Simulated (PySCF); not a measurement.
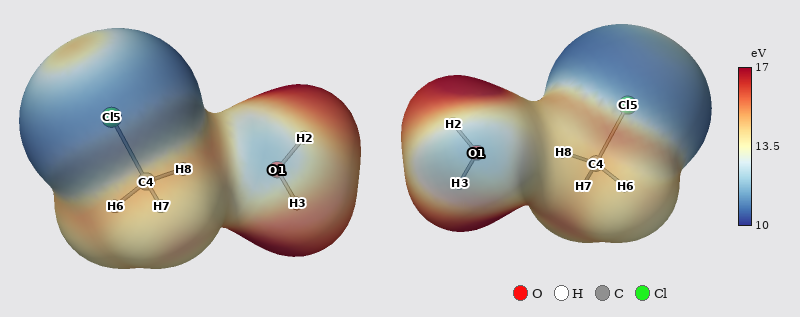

Figure 1: CH₅ClO, SMILES `O.CCl`. Average local ionisation energy on the surface of electron density 0.001 a.u. (back view left, front view right).

Computed with PySCF, CAM-B3LYP/def2-TZVP, geometry: an unrelaxed start of a pair search.

Coordinates in Å:

```
O1      -2.8207    0.2175    0.0813
H2      -3.1439    1.0969   -0.1287
H3      -3.2640   -0.3957   -0.5102
C4       0.2898   -0.8545    0.0171
Cl5      1.5947    0.3498   -0.0104
H6       0.5466   -1.6145    0.7488
H7       0.2144   -1.2908   -0.9750
H8      -0.6367   -0.3553    0.2885
```

Q: Locate the minima of the map.

A: The lowest value is 10.6 eV, 2.1 Å from Cl5. Further minima include 10.6 eV, 2.1 Å from Cl5; 11.6 eV, 1.9 Å from O1; 13.4 eV, 1.4 Å from H6. For comparison, the highest occupied orbital lies at −9.4 eV.
